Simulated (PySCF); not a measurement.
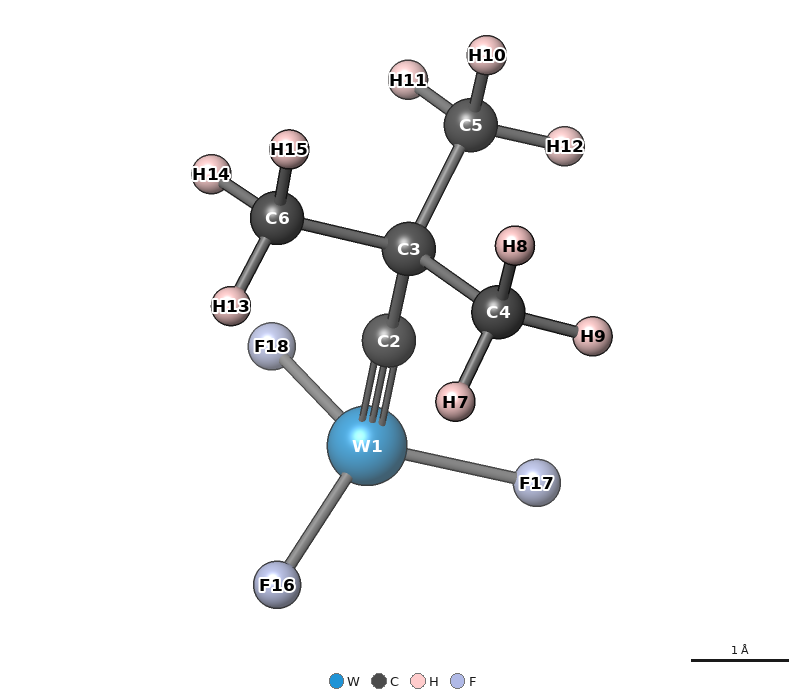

Orthographic view. Depth is shown by fading: the farther an atom, the more it takes the colour of the background. The species is neutral and a spin singlet. Computed geometry: PBE0-D3(BJ)/def2-SVP optimisation. No frequency run is at hand to confirm it as a minimum.

List the bonded neighbours of every atom.

W1: C2, F16, F17, F18
C2: W1, C3
C3: C2, C4, C5, C6
C4: C3, H7, H8, H9
C5: C3, H10, H11, H12
C6: C3, H13, H14, H15
F16: W1
F17: W1
F18: W1
(terminal hydrogens appear only as neighbours)
